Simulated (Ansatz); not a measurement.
**BCl$_{2}$H···HBr: density, localisation and related maps**

The calculation's input:

```
crystal:
  periodic: [false, false, false]
  atoms:
    - { symbol: B, position_ang: [-0.2394, -0.3688, -0.309] }
    - { symbol: H, position_ang: [0.3365, 1.0208, -0.5131] }
    - { symbol: Cl, position_ang: [0.7845, -1.495, -1.0952] }
    - { symbol: Cl, position_ang: [-1.9434, -0.2715, -0.4471] }
    - { symbol: H, position_ang: [0.6269, 1.1784, 0.4069] }
    - { symbol: Br, position_ang: [0.4348, -0.0638, 1.9574] }
basis:
  gaussian: { orbitals: def2-SVP }
hamiltonian:
  xc: pbe0
relax:
  f_tol: 0.15
  max_steps: 25
  restrain:
    - { distance: [0, 5], at: 3.34, k: 30.0 }
    - { distance: [4, 1], at: 1.92, k: 30.0 }
    - { distance: [0, 1], at: 1.15, k: 30.0 }
    - { distance: [4, 5], at: 1.51, k: 30.0 }
output:
  orbitals: {}
```

Run with:

```sh
ansatz run input.yaml --threads 2 --pin off --max-ram 3072MiB --backend cpu --events-out ev --progress --plain --runs-dir out
```

The fields are those of the run's last geometry, not of the input's.

Not at a stationary point (largest force 1.2 eV/Å).

These are results of RKS PBE0/def2-SVP (Ansatz 0.2.0), not measurements.

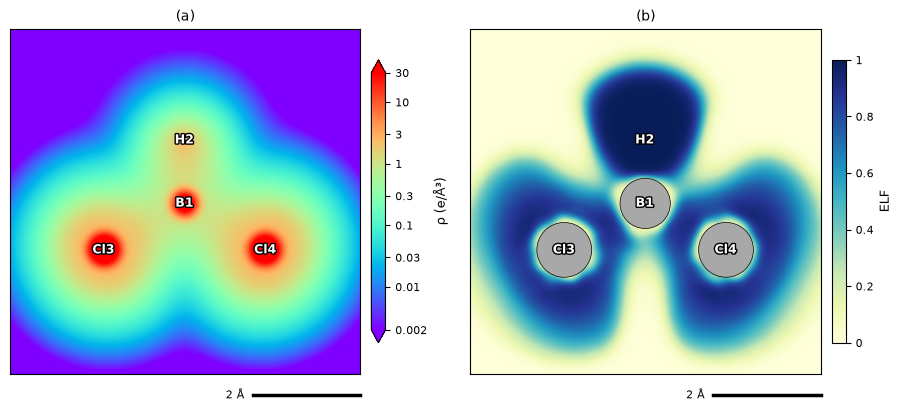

Figure 1. (a) electron density; (b) electron localisation function on the plane of atoms H2, B1 and Cl3. Grey discs cover the atomic cores in the ELF map.

Describe what can be read from this map.

- The section cuts through B, H and Cl sites.
- B–Cl (1.73 Å): the density is about 1.4 e/Å³ at the midpoint; the ELF peaks at about 0.90 between the atoms, as expected for a shared but strongly polarised pair.
- B–H (1.17 Å): ρ is about 1.3 e/Å³ halfway; the ELF climbs to about 1 towards the hydrogen, as it does in any bond to H; a covalent bond by its length.
- The ELF also peaks beside Cl3 and Cl4, away from the bonds: lone-pair regions.

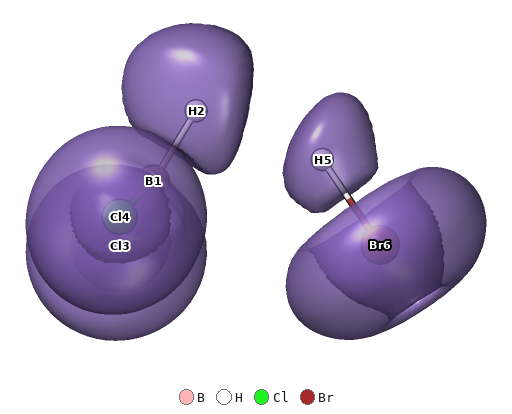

Figure 2. Isosurface of the ELF at 0.75 (purple), seen from one side. Only the valence region is drawn (cores and ρ < 0.01 e/Å³ removed).

Describe the localisation domains.

At this value the surface marks out two regions around hydrogen nuclei, two regions on Cl in which the atom's valence shell and bonds are merged and one ring or bowl of non-bonding electrons around Br. Along the contacts the grid gives the following. B1···H5 (2.42 Å): the ELF dips to about 0.10 between them.

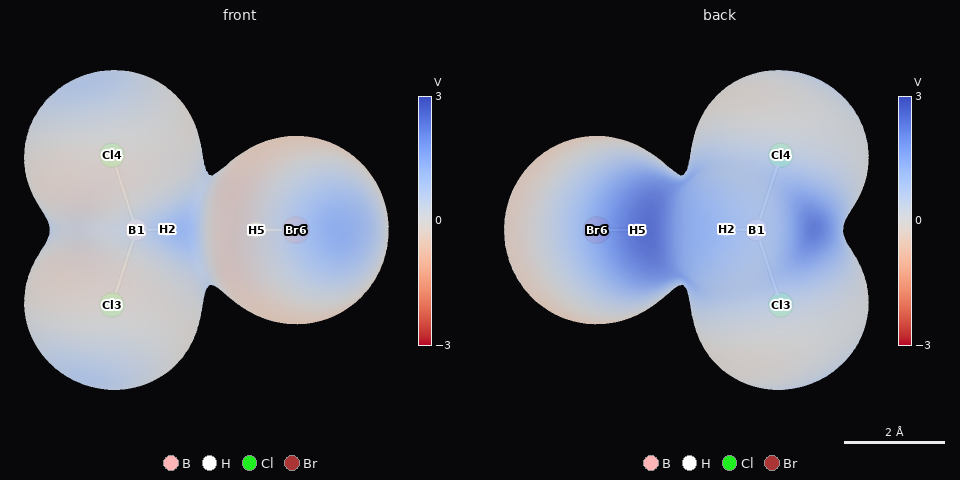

Figure 3. The electrostatic potential painted on the density surface at 0.004 e/bohr³, seen from the front and from behind; the colour scale runs from red (negative) to blue (positive).

Where is the surface potential most negative and most positive?

The most negative region (about −0.4 V) lies over Br6, the most positive (about +2.4 V) over H5. Cl3 shows a σ-hole: about +0.7 V at the tip opposite its bond, against about −0.1 V on its flanks. Cl4 shows a σ-hole: about +0.7 V at the tip opposite its bond, against about −0.1 V on its flanks. Br6 shows a σ-hole: about +1.4 V at the tip opposite its bond, against about −0.3 V on its flanks.
